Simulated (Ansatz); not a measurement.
C₃H₁₁HfNO₃ (SMILES CC(C)[NH][Hf]([OH])([OH])[OH])

Input file:

```
crystal:
  periodic: [false, false, false]
  atoms:
    - {symbol: C, position_ang: [0.780593, -1.873082, 1.431398]}
    - {symbol: C, position_ang: [0.934086, -1.013406, 0.184559]}
    - {symbol: C, position_ang: [1.617486, 0.302978, 0.514219]}
    - {symbol: N, position_ang: [-0.349213, -0.752877, -0.439653]}
    - {symbol: Hf, position_ang: [-1.288232, 0.983928, -0.970588]}
    - {symbol: O, position_ang: [-1.793949, 2.005962, 0.603682]}
    - {symbol: O, position_ang: [-0.110015, 2.089208, -2.051176]}
    - {symbol: O, position_ang: [-2.857087, 0.372202, -1.924404]}
    - {symbol: H, position_ang: [1.752584, -2.100354, 1.878549]}
    - {symbol: H, position_ang: [0.290701, -2.821463, 1.194248]}
    - {symbol: H, position_ang: [0.168069, -1.354233, 2.174264]}
    - {symbol: H, position_ang: [1.585594, -1.556171, -0.518976]}
    - {symbol: H, position_ang: [1.763986, 0.906623, -0.385776]}
    - {symbol: H, position_ang: [1.014058, 0.878978, 1.225317]}
    - {symbol: H, position_ang: [2.595897, 0.134771, 0.968739]}
    - {symbol: H, position_ang: [-0.841498, -1.618979, -0.626709]}
    - {symbol: H, position_ang: [-2.005715, 2.047597, 1.530384]}
    - {symbol: H, position_ang: [0.325568, 2.910062, -2.254755]}
    - {symbol: H, position_ang: [-3.582912, 0.458244, -2.533341]}
basis:
  gaussian: {orbitals: def2-TZVPP}
hamiltonian: {xc: pbe0, dispersion: d4}
output: {orbitals: {seedname: orbitals}}
```

Command:

```sh
ansatz run in.yaml --threads 4 --pin off --events-out ev --progress --plain --max-ram 66560MiB --backend cuda --devices 0, --max-vram 37GiB
```

Geometry: PBE0-D4/def2-TZVP; core potentials replace the inner electrons of Hf.

Computed with Ansatz, RKS PBE0-D4/def2-TZVPP.

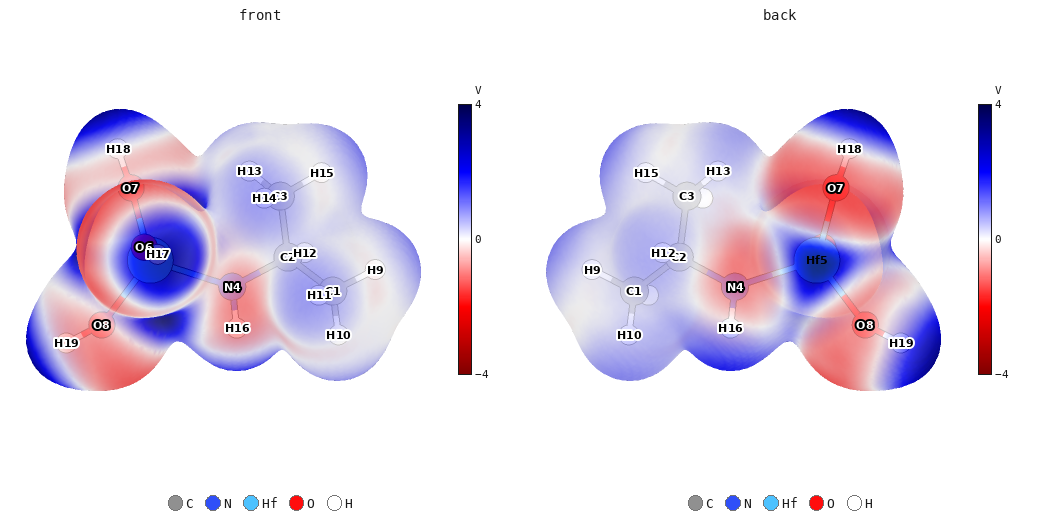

Figure 1. The electrostatic potential painted on the density surface at 0.004 e/bohr³, seen from the front and from behind; the colour scale runs from red (negative) to blue (positive).

Describe the electrostatic potential map.

The most negative region (about −1.5 V) lies over O6 and O7, the most positive (about +3.6 V) over Hf5.

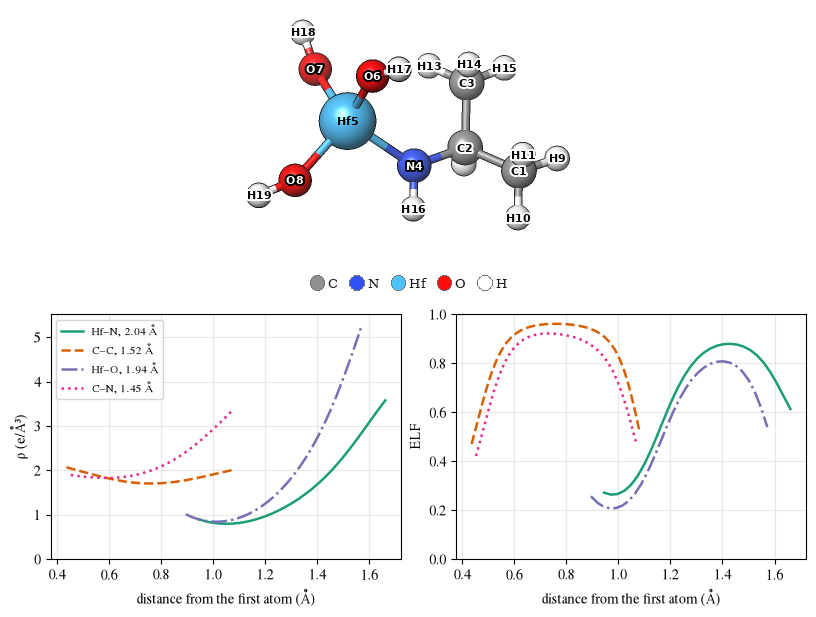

Figure 2. Electron density and electron localisation function along straight lines between neighbouring atoms. The curves leave out the atomic cores. The structure is drawn too.

What can be read from the curves?

Hf–N (2.04 Å): ρ at the midpoint is about 0.8 e/Å³; the ELF peaks at about 0.90 in the valence shell of N, 0.6 Å from its nucleus, and is about 0.30 at the midpoint.
C–C (1.52 Å): ρ at the midpoint is about 1.7 e/Å³; the ELF peaks at about 0.95 between the atoms: localised, covalent bonding.
Hf–O (1.94 Å): the density is about 0.87 e/Å³ at the midpoint; the ELF peaks at about 0.80 in the valence shell of O, 0.5 Å from its nucleus, and drops to about 0.20 between the two atoms.
C–N (1.45 Å): the density is about 1.9 e/Å³ at the midpoint; the ELF peaks at about 0.90 between the atoms (a covalent bond).

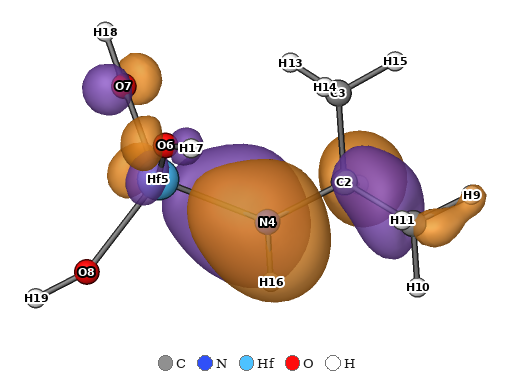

Figure 3. The HOMO at ±0.1 Å⁻³ᐟ² (orange and purple are the two phases), seen across its widest extent.

Where does this orbital lie, and at what energy?

Its weight (Hirshfeld) is mainly on N4 (about 55 %), Hf5 (about 10 %) and C2 (about 10 %). Its energy is −6.36 eV.
